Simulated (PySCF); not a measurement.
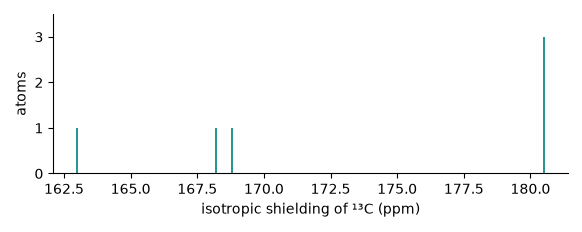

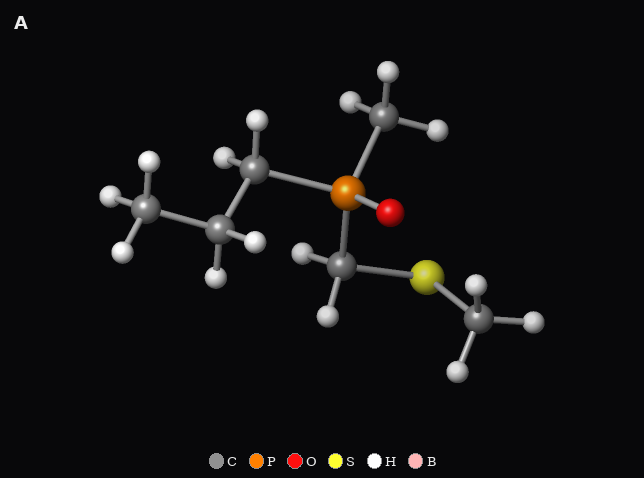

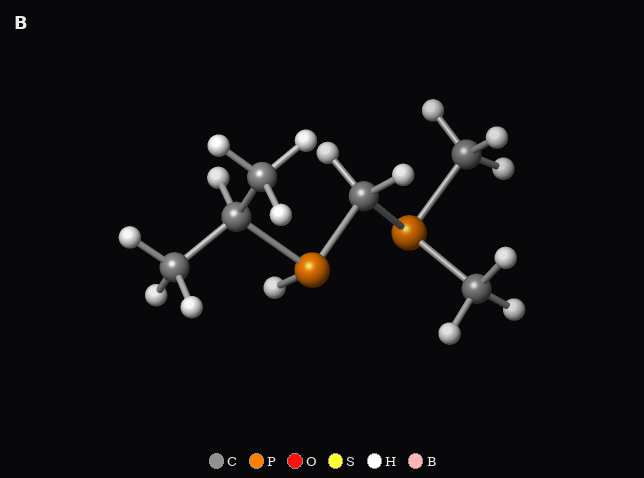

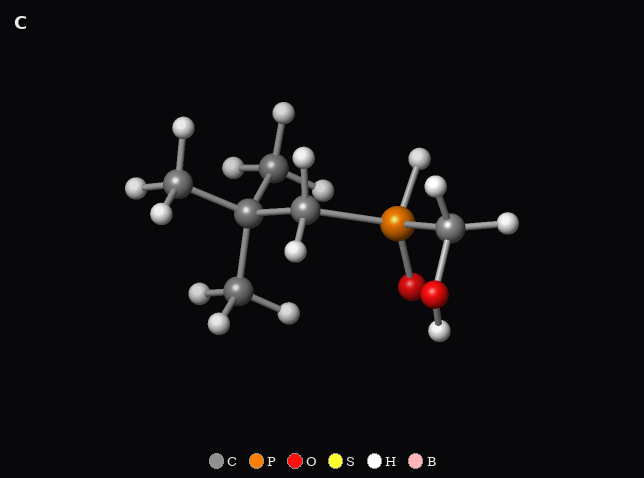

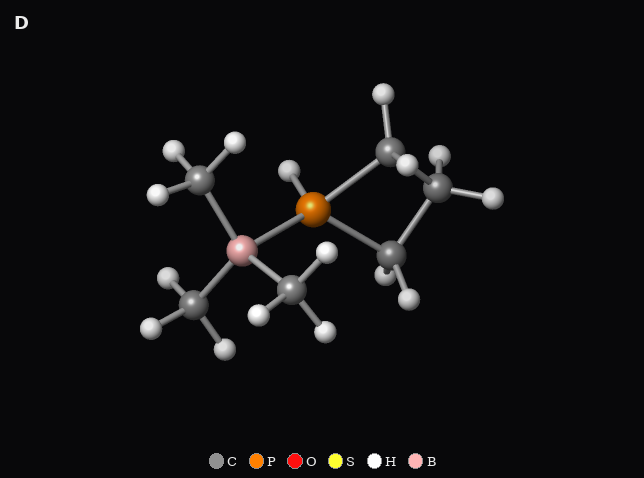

The sticks are computed shieldings of one of the molecules, for one fixed geometry (GFN2-xTB) without averaging over rotations. Low shielding means a high chemical shift. Method: GIAO PBE0/pcSseg-1 NMR shielding, non-relativistic, gas phase (PySCF 2.14.0).

Match the spectrum to a structure.

Answer. D, `C[B-](C)(C)[PH+]1CCC1`. Its 6 C atoms give lines at 163.0, 168.2, 168.8, 180.5 (3 atoms) ppm.

The geometry is semi-empirical. Around B, P such bond lengths and angles can be off by a tenth of an ångström or more and by several degrees, and values that hang on the shape move with them.
